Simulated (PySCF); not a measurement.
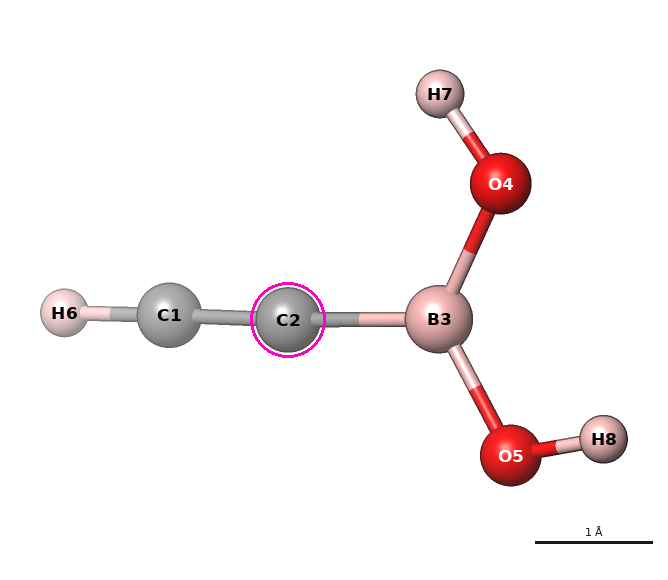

Orthographic view. Distant atoms are faded towards the background colour. The geometry was computed by an optimisation with PBE0-D3(BJ)/def2-SVP. No frequency run is at hand to confirm it as a minimum.

> Name the neighbours of the circled atom.

The circled atom is C2; it is bonded to C1, B3.

> Which atom is farthest from the viewer?

H6, 1.8 Å behind the mean position.

> What is the shortest path along bonds from the circled atom to H8?

C2–B3–O5–H8, 3 bonds; through space the two are 3.33 Å apart.

> Which two atoms are farthest apart in space?

H6 and H8, 5.57 Å.
